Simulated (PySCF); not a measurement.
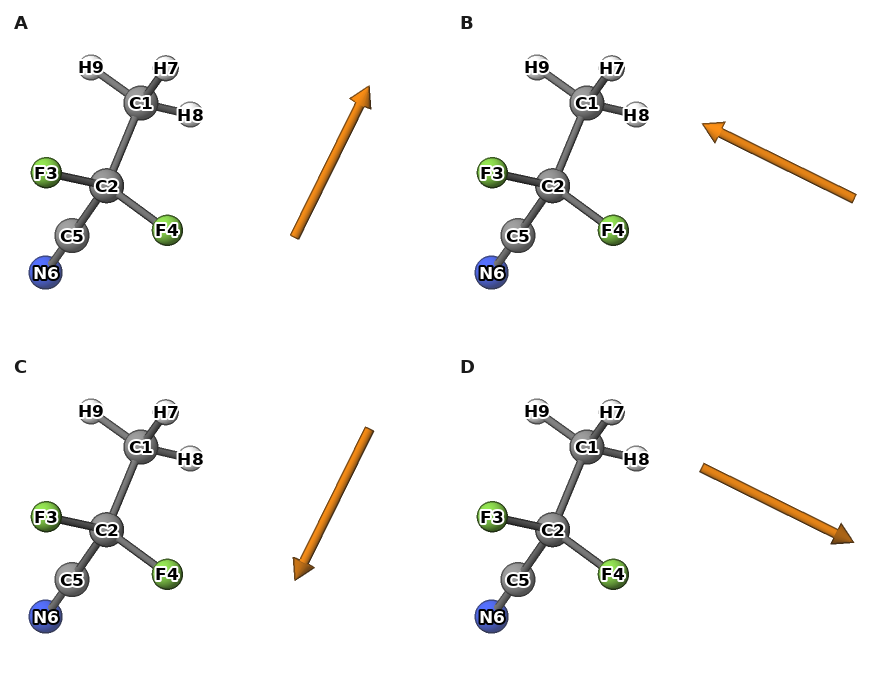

The same molecule four times, each with an arrow. The computed structure is the end point of a GFN2-xTB optimisation. No frequency run is at hand to confirm it as a minimum. Method: B3LYP/pcJ-1, gas phase (PySCF 2.14.0).

Question: Which arrow points along the dipole moment, from the negative to the positive end?

Answer: A. The dipole moment is 3.13 D; it points from the side of N6 to the side of H7 (the outermost atoms at the two ends).
